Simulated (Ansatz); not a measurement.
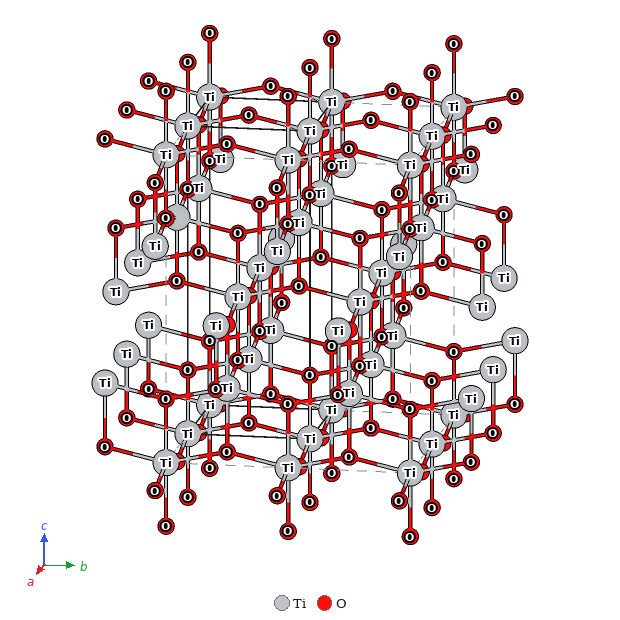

The compound is TiO2 (space group I4_1/amd, No. 141), taken as coordinates from a relaxation with Ansatz, DFT, PBE, plane waves, PAW; the starting structure was generated, so it need not be a known form of this composition.

Bonds are taken as O–Ti below 2.3 Å. Simplification: prune 0- and 1-connected atoms, fold 2-connected ones into links.

### What kind of net remains, and which atoms are its nodes?

A binodal (3,6)-connected, three-periodic net: O is a 3-connected node; Ti is a 6-connected node, in the ratio 2:1.

### Name the underlying net.

It is the ant net, known from anatase.

### Is the net interpenetrated?

It is a single net, without interpenetration.

### Give the first eight terms of the coordination sequence (nodes one, two, three … edges away).

O: 3, 13, 16, 54, 42, 119, 81, 210; Ti: 6, 8, 32, 28, 84, 60, 162, 106.
